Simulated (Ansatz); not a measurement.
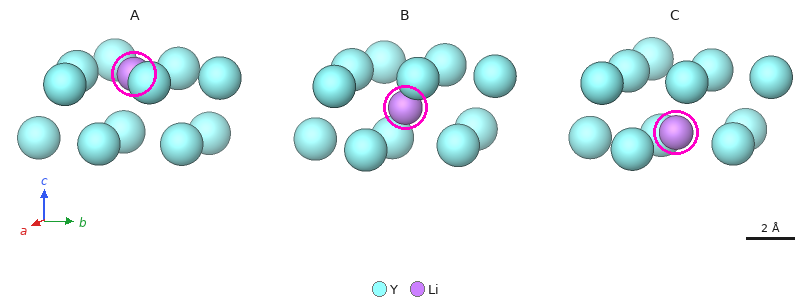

3 geometries from a converged minimum-energy path of Y with an interstitial Li (17 atoms in the cell), shuffled. The picture is a spheres-only view of the atoms within 4.4 Å of the middle of the path, seen slightly off an axis. The moving atom is ringed, with any periodic copies.

Method: DFT PBE, scalar-relativistic, plane waves, PAW in Ansatz. Run with plane-wave cutoff 420 eV; k-point mesh 3 × 3 × 2; Gaussian smearing 0.15 eV; 7 movable images; climbing image; force threshold 0.03 eV/Å; iteration limit 37; spring constant 1.0 eV/Å²; optimiser FIRE; starting path by image-dependent pair potential.

### One of them is the converged climbing image. Which?

B. In order along the path, whose images run from 0 to 8: C (image 1, +0.018 eV), B (image 4, +0.219 eV), A (image 8, 0.000 eV). The Li atom travels furthest, 2.88 Å from end to end, along +c, on a straight line. At the highest image its nearest neighbour (Y) is 2.76 Å away, against 2.50 Å at the start, and the surrounding atoms stand up to 0.22 Å off the mean of their end positions.

Limits of the set-up: the periodic images lie only 6.3 Å apart, so the values are limited by the cell's size.

The run took 33 min on 4 threads of AMD EPYC 7B13 (Zen 3), on a shared host, peak memory 4.7 GiB.
